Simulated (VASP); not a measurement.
Band structure of MoSe2 (space group P6_3/mmc). Level of theory: PBE GGA, VASP's PBE PAW potentials (set 64) (plane waves; VASP).

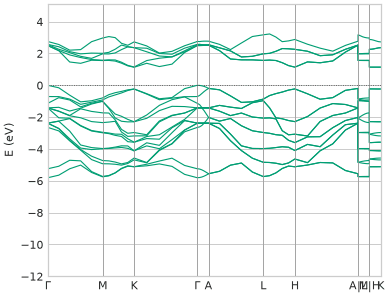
Bands along high-symmetry lines, zero at the valence-band maximum or, without a gap, the Fermi level

**Question.** Read the plot: is there a gap, and where are the band edges?

**Answer.** The gap is indirect, 1.13 eV, from the valence maximum at Γ to the conduction minimum at K.

The structure comes from a computed database's MoSe2 entry; how it stands against other phases isn't given here. The cell was not relaxed at this level.
